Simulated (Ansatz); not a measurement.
System: SiHCl₃, SMILES Cl[SiH](Cl)Cl.

Kohn-Sham orbital energies near the frontier, r2SCANh/def2-TZVPP, the Ansatz code 0.2.0, at a PBE0-D4/def2-TZVP geometry (a minimum by its frequencies), isolated molecule; empty levels in grey, levels within 0.03 eV side by side.

**Where do the frontier orbitals lie?**

HOMO at −8.86 eV, LUMO at −0.33 eV, 8.53 eV apart.

**How far below the HOMO does the next level lie?**

0.24 eV.

**List the levels.**

```csv
orbital,energy (eV)
LUMO+3,1.23
LUMO+2,0.10
LUMO+1,0.10
LUMO,−0.33
HOMO,−8.86
HOMO−1,−9.10
HOMO−2,−9.25
HOMO−3,−9.25
HOMO−4,−9.83
HOMO−5,−9.83
HOMO−6,−11.62
```

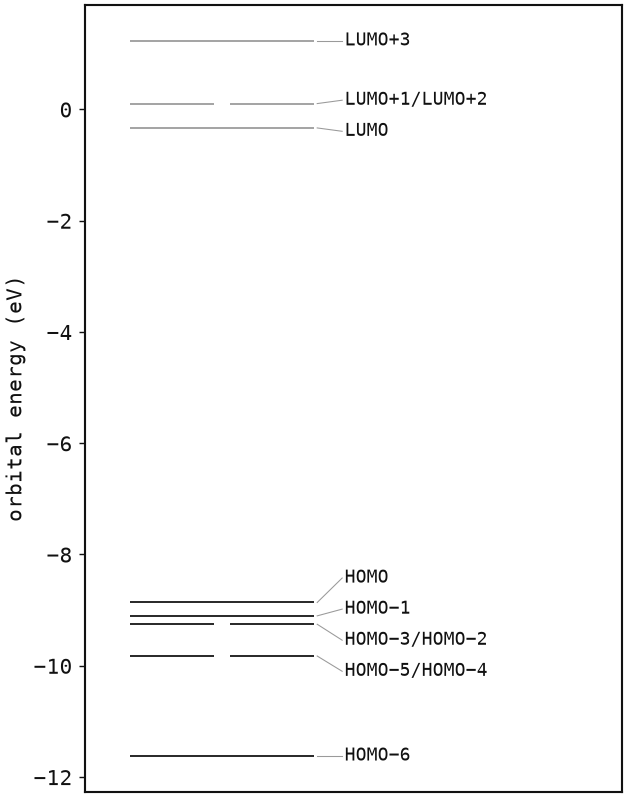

Known limits of this run: empty levels above zero depend strongly on the basis.
